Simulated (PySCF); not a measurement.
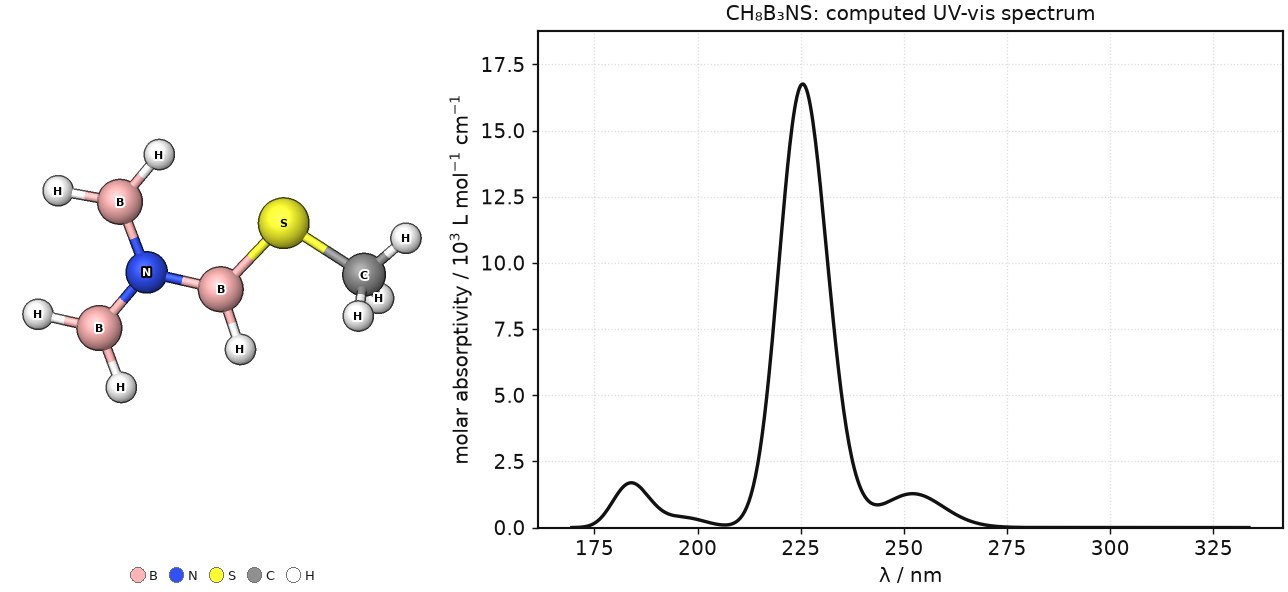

Computed absorption of CH₈B₃NS, SMILES BN(B)BSC. Vertical TDDFT excitations, PBE0/aug-cc-pVDZ in PySCF 2.14.0, at a PBE0-D3(BJ)/def2-SVP geometry (no frequency check), gas phase. Only the first 10 singlet excitations are included; each is broadened by a Gaussian of 1/e half-width 0.20 eV.

### Does any vertical transition fall in the visible?

No singlet lies below 3.1 eV (beyond 400 nm), so at this level no vertical transition falls in the visible.

### Where is the maximum of the broadened curve, and how high is it?

At about 5.5 eV (226 nm), with ε near 17000 L mol⁻¹ cm⁻¹.

Note: one conformer of a flexible molecule; core orbitals are frozen in the response.
